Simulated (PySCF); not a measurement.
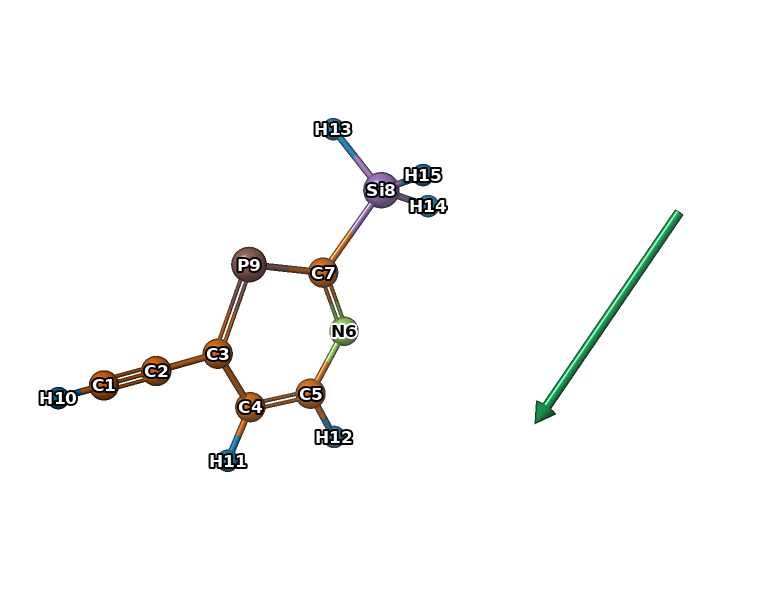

The arrow beside the molecule shows the direction of the dipole moment, from the negative to the positive end (its length means nothing). Computed geometry: GFN2-xTB optimisation. No frequency run is at hand to confirm it as a minimum. Properties computed with PBE0/pcSseg-1, gas phase (PySCF 2.14.0).

Q: Estimate the dipole moment.

A: 1.79 D; it points from the side of H13, H14, H15 to the side of H10 (the outermost atoms at the two ends).

The geometry is semi-empirical. Around P, Si such bond lengths and angles can be off by a tenth of an ångström or more and by several degrees, and values that hang on the shape move with them.
